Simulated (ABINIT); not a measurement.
## TiO2 (Anatase): G0W0 in ABINIT against the plane-wave cutoff

Wanted: the cheapest plane-wave cutoff that holds the gap of TiO2 (Anatase).

Method: PBE and many-body steps on it, plane waves, in ABINIT 10.8.3.

**1. The starting structure**

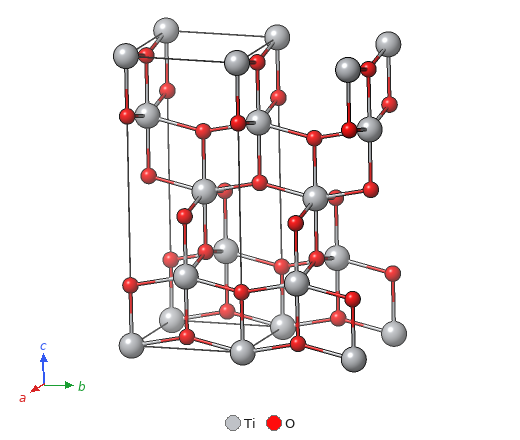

Start, viewed slightly off an axis; titanium light grey, oxygen red. 1×2×1 cells are drawn. This picture shows the conventional cell, with its axes. Some periodic images of atoms are drawn too.

The cell and positions come from the Crystallography Open Database and are kept as given unless a step says otherwise.

**2. Empty states on the mesh, 4×4×4 mesh, 186 bands**

This step: ABINIT 10.8.3; DFT, PBE, plane waves, norm-conserving pseudopotentials.

The sums over transitions need many empty states on a uniform mesh; this step solves for them.

The input, run.abi:

```
acell 3*1.0 Angstrom
rprim 
  -1.892100000000 1.892100000000 4.757300000000
  1.892100000000 -1.892100000000 4.757300000000
  1.892100000000 1.892100000000 -4.757300000000
ntypat 2
znucl 22 8
natom 6
typat 1 1 2 2 2 2
xred 
  0.000000000000 0.000000000000 -0.000000000000
  0.750000000000 0.250000000000 0.500000000000
  0.208100000000 0.208100000000 -0.000000000000
  0.958100000000 0.458100000000 0.500000000000
  0.541900000000 0.041900000000 0.500000000000
  0.791900000000 0.791900000000 -0.000000000000
pp_dirpath "pseudos"
pseudos "Ti.upf, O.upf"
ecut 38
ngkpt 4 4 4
nshiftk 1
shiftk 0 0 0
kptopt 1
chksymbreak 0
irdden 1
istwfk *1
nband 186
prtvol 0
optdriver 6
gwr_task "HDIAGO"
paral_kgb 0
occopt 1
indata_prefix "in"
outdata_prefix "out"
tmpdata_prefix "tmp"
```

Started as:

```console
$ OMP_NUM_THREADS=1 mpirun -n 8 abinit run.abi > log
```

Numbers of over 12 decimals in the logs are rounded to 6 here.

The log of the run:

```text
.Version 10.8.3 of ABINIT. v10.8.2 released Aug 2026.

 Symmetries : space group I4_1/a m d (#141); Bravais tI (body-center tetrag.)
[... echo of the input left out ...]
== DATASET  1 ==================================================================
-   mpi_nproc: 8, omp_nthreads: 1 (-1 if OMP is not activated)

--- !DatasetInfo
iteration_state: {dtset: 1, }
dimensions: {natom: 6, nkpt: 13, mband: 186, nsppol: 1, nspinor: 1, nspden: 1, mpw: 5174, }
cutoff_energies: {ecut:  38.0, pawecutdg:  -1.0, }
[...]
Indirect band gap semiconductor
 Fundamental gap:     2.189 (eV)
   VBM:     4.093 (eV) at k: [ 5.0000E-01,  5.0000E-01,  0.0000E+00]
   CBM:     6.282 (eV) at k: [ 0.0000E+00,  0.0000E+00,  0.0000E+00]
 Direct gap:         2.492 (eV) at k: [-2.5000E-01, -2.5000E-01,  2.5000E-01]

== END DATASET(S) ==============================================================
================================================================================

 -outvars: echo values of variables after computation  --------
           etotal      0.0000000000E+00
            nband         186
             nkpt          13
          spgroup         141
 [... the other variables as echoed above ...]

 Calculation completed.
```

It took 3.8 min on 8 MPI ranks of Arm Neoverse V1, shared host; peak memory 12 GiB; 31 min of CPU time.

This step gave:

| Item | Value |
| --- | --- |
| gap | 2.189 eV |
| k of the valence top | 0.5, 0.5, 0 |
| k of the conduction bottom | 0, 0, 0 |
| least direct gap | 2.492 eV |
| k points computed | 13 |
| lowest point of the top converged band, above the valence top | 89.5467 eV |

On this mesh the gap is 2.189 eV.

The density comes from a self-consistent run that is not shown.

**3. Empty states on the mesh, 4×4×4 mesh, 71 bands**

Changes to run.abi since step 2:

```diff
@@ -18,3 +18,3 @@
 pseudos "Ti.upf, O.upf"
-ecut 38
+ecut 23
 ngkpt 4 4 4
@@ -26,3 +26,3 @@
 istwfk *1
-nband 186
+nband 71
 prtvol 0
```

The log of the run:

```text
[banner, memory and clock lines left out]
.Version 10.8.3 of ABINIT. v10.8.2 released Aug 2026.

 Symmetries : space group I4_1/a m d (#141); Bravais tI (body-center tetrag.)
[... echo of the input left out ...]
== DATASET  1 ==================================================================
-   mpi_nproc: 8, omp_nthreads: 1 (-1 if OMP is not activated)

--- !DatasetInfo
iteration_state: {dtset: 1, }
dimensions: {natom: 6, nkpt: 13, mband: 71, nsppol: 1, nspinor: 1, nspden: 1, mpw: 2436, }
cutoff_energies: {ecut:  23.0, pawecutdg:  -1.0, }
[...]
Integrated=    4.8000E+01

 === KS gaps after direct diagonalization ===
 Indirect band gap semiconductor
 Fundamental gap:     2.375 (eV)
   VBM:     4.194 (eV) at k: [ 5.0000E-01,  5.0000E-01,  0.0000E+00]
   CBM:     6.569 (eV) at k: [ 0.0000E+00,  0.0000E+00,  0.0000E+00]
 Direct gap:         2.664 (eV) at k: [-2.5000E-01, -2.5000E-01,  2.5000E-01]

== END DATASET(S) ==============================================================

 -outvars: echo values of variables after computation  --------
           etotal      0.0000000000E+00
            nband          71
             nkpt          13
          spgroup         141
 [... the other variables as echoed above ...]

 Calculation completed.
```

Elapsed: 29 s, on 8 MPI ranks; peak memory 3 GiB; 3.9 min of CPU time.

Numbers from this step:

| Item | Value |
| --- | --- |
| gap | 2.375 eV |
| k of the valence top | 0.5, 0.5, 0 |
| k of the conduction bottom | 0, 0, 0 |
| least direct gap | 2.664 eV |
| k points computed | 13 |
| lowest point of the top converged band, above the valence top | 33.33 eV |

On this mesh the gap is 2.375 eV.

**4. Empty states on the mesh, 4×4×4 mesh, 69 bands**

Changes to run.abi since step 3:

```diff
@@ -18,3 +18,3 @@
 pseudos "Ti.upf, O.upf"
-ecut 23
+ecut 30
 ngkpt 4 4 4
@@ -24,10 +24,10 @@
 chksymbreak 0
+iscf -2
 irdden 1
 istwfk *1
-nband 71
+nband 69
+nbdbuf 6
+tolwfr 1e-09
+nstep 60
 prtvol 0
-optdriver 6
-gwr_task "HDIAGO"
-paral_kgb 0
-occopt 1
 indata_prefix "in"
```

The log of the run:

```text
.Version 10.8.3 of ABINIT. v10.8.2 released Aug 2026.

 Symmetries : space group I4_1/a m d (#141); Bravais tI (body-center tetrag.)
[... echo of the input left out ...]
== DATASET  1 ==================================================================
-   mpi_nproc: 8, omp_nthreads: 1 (-1 if OMP is not activated)
-    --> not optimal distribution: autoparal keyword recommended in input file <--

--- !DatasetInfo
iteration_state: {dtset: 1, }
dimensions: {natom: 6, nkpt: 13, mband: 69, nsppol: 1, nspinor: 1, nspden: 1, mpw: 3646, }
[...]
1.01895    1.03988    1.03988    1.09150    1.10201    1.11299    1.11299    1.12503
   1.12876    1.27189    1.27189    1.42762    1.42762    1.45401    1.46053    1.46726
   1.54035    1.57160    1.57161    1.59154    1.60911
 prteigrs : prtvol=0 or 1, do not print more k-points.

== END DATASET(S) ==============================================================
================================================================================

 -outvars: echo values of variables after computation  --------
            nband          69
             nkpt          13
          spgroup         141
 [... the other variables as echoed above ...]

 Calculation completed.
```

Wall time 20 s (8 MPI ranks); peak memory 0.56 GiB.

Numbers from this step:

* gap: 2.198 eV
* k of the valence top: 0.5, 0.5, 0
* k of the conduction bottom: 0, 0, 0
* least direct gap: 2.505 eV
* k points computed: 13
* lowest point of the top converged band, above the valence top: 33.40 eV

On this mesh the gap is 2.198 eV.

**5. Empty states on the mesh, 4×4×4 mesh, 69 bands**

Changes to run.abi since step 4:

```diff
@@ -18,3 +18,3 @@
 pseudos "Ti.upf, O.upf"
-ecut 30
+ecut 48
 ngkpt 4 4 4
```

The log of the run:

```text
.Version 10.8.3 of ABINIT. v10.8.2 released Aug 2026.

 Symmetries : space group I4_1/a m d (#141); Bravais tI (body-center tetrag.)
[... echo of the input left out ...]
== DATASET  1 ==================================================================
-   mpi_nproc: 8, omp_nthreads: 1 (-1 if OMP is not activated)
-    --> not optimal distribution: autoparal keyword recommended in input file <--

--- !DatasetInfo
iteration_state: {dtset: 1, }
dimensions: {natom: 6, nkpt: 13, mband: 69, nsppol: 1, nspinor: 1, nspden: 1, mpw: 7328, }
[...]
1.01691    1.03917    1.03917    1.08911    1.10155    1.11233    1.11233    1.12486
   1.12853    1.27067    1.27067    1.42710    1.42710    1.45197    1.45889    1.46670
   1.54030    1.57132    1.57132    1.58868    1.60761
 prteigrs : prtvol=0 or 1, do not print more k-points.

== END DATASET(S) ==============================================================
================================================================================

 -outvars: echo values of variables after computation  --------
            nband          69
             nkpt          13
          spgroup         141
 [... the other variables as echoed above ...]

 Calculation completed.
```

Run time: 46 s. Hardware: 8 MPI ranks; peak memory 0.82 GiB.

Numbers from this step:

```yaml
gap: 2.189 eV
k_of_the_valence_top: 0.5, 0.5, 0
k_of_the_conduction_bottom: 0, 0, 0
least_direct_gap: 2.491 eV
k_points_computed: 13
lowest_point_of_the_top_converged_band_above_the_valence_top: 33.40 eV
```

On this mesh the gap is 2.189 eV.

**6. Screening, 4×4×4 mesh, 63 bands, screening to 106.1 eV**

The RPA dielectric matrix is built and inverted for each q.

This step: RPA screening on PBE, plane waves, norm-conserving pseudopotentials.

Changes to run.abi since step 5:

```diff
@@ -18,3 +18,3 @@
 pseudos "Ti.upf, O.upf"
-ecut 48
+ecut 23
 ngkpt 4 4 4
@@ -24,10 +24,11 @@
 chksymbreak 0
-iscf -2
-irdden 1
 istwfk *1
-nband 69
-nbdbuf 6
-tolwfr 1e-09
-nstep 60
-prtvol 0
+occopt 1
+irdwfk 1
+optdriver 3
+nband 63
+ecuteps 3.9
+inclvkb 2
+awtr 1
+symchi 1
 indata_prefix "in"
```

The log of the run:

```text
.Version 10.8.3 of ABINIT. v10.8.2 released Aug 2026.

 Symmetries : space group I4_1/a m d (#141); Bravais tI (body-center tetrag.)
[... echo of the input left out ...]
== DATASET  1 ==================================================================
-   mpi_nproc: 8, omp_nthreads: 1 (-1 if OMP is not activated)

--- !DatasetInfo
iteration_state: {dtset: 1, }
dimensions: {natom: 6, nkpt: 13, mband: 63, nsppol: 1, nspinor: 1, nspden: 1, mpw: 2436, }
cutoff_energies: {ecut:  23.0, pawecutdg:  -1.0, }
electrons: {nelect:   4.80000000E+01, charge:   0.00000000E+00, occopt:   1.00000000E+00, tsmear:   1.00000000E-02, }

 SCREENING: Calculation of the susceptibility and dielectric matrices

 Based on a program developped by R.W. Godby, V. Olevano, G. Onida, and L. Reining.
 Incorporated in ABINIT by V. Olevano, G.-M. Rignanese, and M. Torrent.
.Using double precision arithmetic ; gwpc =  8

[... cell and pseudopotentials left out ...]
--------------------------------------------------------------------------------

 ==== K-mesh for the wavefunctions ====
 Number of points in the irreducible wedge :    13
[... list of points left out ...]
 Together with 16 symmetry operations and time-reversal symmetry
 yields    64 points in the full Brillouin Zone.

 ==== Q-mesh for the screening function ====
 Number of points in the irreducible wedge :    13
[... list of points left out ...]
 Together with 16 symmetry operations and time-reversal symmetry
 yields    64 points in the full Brillouin Zone.

 setmesh: FFT mesh size selected  =    72x   72x   72
          total number of points  =       373248

 vcoul_init : cutoff-mode = AUXILIARY_FUNCTION
 q-points for optical limit:   1
     1)      0.000010    0.000020    0.000030

- screening: taking advantage of time-reversal symmetry
- Maximum band index for partially occupied states nbvw = 24
- Remaining bands to be divided among processors   nbcw = 39
- Number of bands treated by each node ~4

 Number of electrons calculated from density =   48.0000; Expected =   48.0000
 average of density, n =  0.104409
 r_s =    1.3174
 omega_plasma =   31.1690 [eV]

 calculating chi0 at frequencies [eV] :
  1    0.000000E+00    0.000000E+00
  2    0.000000E+00    3.116905E+01

--------------------------------------------------------------------------------
  q-point number  1        q = ( 0.000000, 0.000000, 0.000000) [r.l.u.]
--------------------------------------------------------------------------------
[... chi0 elements left out ...]
 For q-point:  0.000010 0.000020 0.000030
  dielectric constant =   6.3379
  dielectric constant without local fields =   6.5902

  Average fulfillment of the sum rule on Im[epsilon] for q-point    1 :     34.97  [%]
[... wings left out ...]
  q-point number  2        q = ( 0.250000, 0.000000, 0.000000) [r.l.u.]
--------------------------------------------------------------------------------
[... chi0 elements left out ...]
  Average fulfillment of the sum rule on Im[epsilon] for q-point    2 :     49.92  [%]

 [... 11 further q-points ...]
```

It took 6.3 min on 8 MPI ranks; peak memory 19 GiB; 50 min of CPU time.

Numbers from this step:

| Quantity | Value |
| --- | --- |
| ε∞ with local fields, on this mesh, along the program's q direction | 6.338 |
| the same without local fields | 6.590 |
| plasma frequency | 31.17 eV |
| plane waves in the screening matrix | 171 |

Local fields lower ε∞ by 4 %.

**7. 23 Ha**

This step: G0W0 on PBE, plane waves, norm-conserving pseudopotentials.

Changes to run.abi since step 6:

```diff
@@ -27,8 +27,19 @@
 irdwfk 1
-optdriver 3
+optdriver 4
 nband 63
+gwcalctyp 0
+ecutsigx 23
+symsigma 1
+nkptgw 3
+kptgw 
+  0.5000000000 0.5000000000 0.0000000000
+  0.0000000000 0.0000000000 0.0000000000
+  -0.2500000000 -0.2500000000 0.2500000000
+bdgw 
+  23 26
+  23 26
+  23 26
 ecuteps 3.9
-inclvkb 2
-awtr 1
-symchi 1
+irdscr 1
+ppmodel 1
 indata_prefix "in"
```

The log of the run:

```text
.Version 10.8.3 of ABINIT. v10.8.2 released Aug 2026.

 Symmetries : space group I4_1/a m d (#141); Bravais tI (body-center tetrag.)
[... echo of the input left out ...]
== DATASET  1 ==================================================================
-   mpi_nproc: 8, omp_nthreads: 1 (-1 if OMP is not activated)

--- !DatasetInfo
iteration_state: {dtset: 1, }
dimensions: {natom: 6, nkpt: 13, mband: 63, nsppol: 1, nspinor: 1, nspden: 1, mpw: 2436, }
cutoff_energies: {ecut:  23.0, pawecutdg:  -1.0, }
electrons: {nelect:   4.80000000E+01, charge:   0.00000000E+00, occopt:   1.00000000E+00, tsmear:   1.00000000E-02, }

 SIGMA: Calculation of the GW corrections

 Based on a program developped by R.W. Godby, V. Olevano, G. Onida, and L. Reining.
 Incorporated in ABINIT by V. Olevano, G.-M. Rignanese, and M. Torrent.
.Using double precision arithmetic ; gwpc =  8

[... cell and pseudopotentials left out ...]
--------------------------------------------------------------------------------

 ==== K-mesh for the wavefunctions ====
 Number of points in the irreducible wedge :    13
[... list of points left out ...]
 Together with 16 symmetry operations and time-reversal symmetry
 yields    64 points in the full Brillouin Zone.

 ==== Q-mesh for screening function ====
 Number of points in the irreducible wedge :    13
[... list of points left out ...]
 Together with 16 symmetry operations and time-reversal symmetry
 yields    64 points in the full Brillouin Zone.

 vcoul_init : cutoff-mode = AUXILIARY_FUNCTION
 q-points for optical limit:   1
     1)      0.000010    0.000020    0.000030
 setmesh: FFT mesh size selected  =    60x   60x   60
          total number of points  =       216000

 Number of electrons calculated from density =   48.0000; Expected =   48.0000
 average of density, n =  0.104409
 r_s =    1.3174
 omega_plasma =   31.1690 [eV]

 === KS Band Gaps ===
  >>>> For spin  1
   Minimum direct gap =   2.6638 [eV], located at k-point      :  -0.2500 -0.2500  0.2500
   Fundamental gap    =   2.3747 [eV], Top of valence bands at :   0.5000  0.5000  0.0000
                                       Bottom of conduction at :   0.0000  0.0000  0.0000
 SIGMA fundamental parameters:
 PLASMON POLE MODEL  1
 number of plane-waves for SigmaX                 2403
 number of plane-waves for SigmaC and W            171
 number of plane-waves for wavefunctions          2403
 number of bands                                    63
 number of independent spin polarizations            1
 number of spinorial components                      1
 number of k-points in IBZ                          13
 number of q-points in IBZ                          13
 number of symmetry operations                      16
 number of k-points in BZ                           64
 number of q-points in BZ                           64
 number of frequencies for dSigma/dE                 9
 frequency step for dSigma/dE [eV]                0.25
 number of omega for Sigma on real axis              0
 max omega for Sigma on real axis  [eV]           0.00
 zcut for avoiding poles [eV]                     0.10

 EPSILON^-1 parameters (SCR file):
 dimension of the eps^-1 matrix on file            171
 dimension of the eps^-1 matrix used               171
 number of plane-waves for wavefunctions          2403
 number of bands                                    63
 number of q-points in IBZ                          13
 number of frequencies                               2
 number of real frequencies                          1
 number of imag frequencies                          1

 matrix elements of self-energy operator (all in [eV])

 Perturbative Calculation

--- !SelfEnergy_ee
iteration_state: {dtset: 1, }
kpoint     : [   0.500,    0.500,    0.000, ]
spin       : 1
KS_gap     :    3.668
QP_gap     :    5.577
Delta_QP_KS:    1.909
data: !SigmaeeData |
     Band     E0 <VxcDFT>   SigX SigC(E0)      Z dSigC/dE  Sig(E)    E-E0       E
       23   4.194 -19.990 -24.680   5.222   0.766  -0.306 -19.583   0.407   4.601
       24   4.194 -19.990 -24.680   5.222   0.766  -0.306 -19.583   0.407   4.602
       25   7.863 -20.574 -12.109  -5.468   0.773  -0.294 -18.258   2.317  10.179
       26   7.863 -20.575 -12.109  -5.468   0.773  -0.294 -18.258   2.317  10.179

--- !SelfEnergy_ee
iteration_state: {dtset: 1, }
kpoint     : [   0.000,    0.000,    0.000, ]
spin       : 1
KS_gap     :    2.810
QP_gap     :    4.525
Delta_QP_KS:    1.714
data: !SigmaeeData |
     Band     E0 <VxcDFT>   SigX SigC(E0)      Z dSigC/dE  Sig(E)    E-E0       E
       23   3.759 -19.460 -24.307   5.257   0.763  -0.311 -19.147   0.313   4.072
       24   3.759 -19.460 -24.307   5.257   0.763  -0.311 -19.147   0.313   4.072
[...]
--- !SelfEnergy_ee
iteration_state: {dtset: 1, }
kpoint     : [  -0.250,   -0.250,    0.250, ]
spin       : 1
KS_gap     :    2.664
QP_gap     :    4.329
Delta_QP_KS:    1.666
data: !SigmaeeData |
     Band     E0 <VxcDFT>   SigX SigC(E0)      Z dSigC/dE  Sig(E)    E-E0       E
[...]
24   3.980 -20.212 -24.869   5.185   0.768  -0.303 -19.807   0.406   4.385
       25   6.643 -19.053 -11.491  -4.929   0.787  -0.271 -16.982   2.071   8.715
       26   7.218 -19.872 -11.687  -5.349   0.779  -0.284 -17.663   2.209   9.427

== END DATASET(S) ==============================================================
================================================================================

 -outvars: echo values of variables after computation  --------
           etotal      0.0000000000E+00
            nband          63
             nkpt          13
          spgroup         141
 [... the other variables as echoed above ...]

 Calculation completed.
```

Wall time 16 s (8 MPI ranks); peak memory 7 GiB.

This step gave:

```
G0W0 gap on the points computed              : 3.995 eV
starting gap on the mesh                     : 2.375 eV
k of the valence top                         : 0.5, 0.5, 0
k of the conduction bottom                   : 0, 0, 0
Z at the valence top                         : 0.766
Z at the conduction bottom                   : 0.788
least direct G0W0 gap on the computed points : 4.33 eV
```

(Part 1 of 2 ends here.)

[Paths, hosts, dates, memory and timing lines, banners, echoed tables and standing remarks are left out of the program output.]

[Logs are printed without paths, hosts, clocks, repeated set-up lines and the standing remarks that a program may print on its own settings, such as how far it seeks lower states.]

[Runs of the session that timed out or met a known fault of the program may be left out.]

[Hosts, paths, dates, database ids (printed as entryN), source tags and the programs' standing remarks are cut or masked in the printed files.]

[G0W0 gaps are taken among the corrected bands and points alone; a level outside them can change the order at an edge.]

[Where Ansatz stands beside ABINIT at settings called matched, ABINIT's density can come from a denser mesh and the files from another edition; pairs whose starting gaps differed by over 0.03 eV were left out, so agreement reads better than it is.]
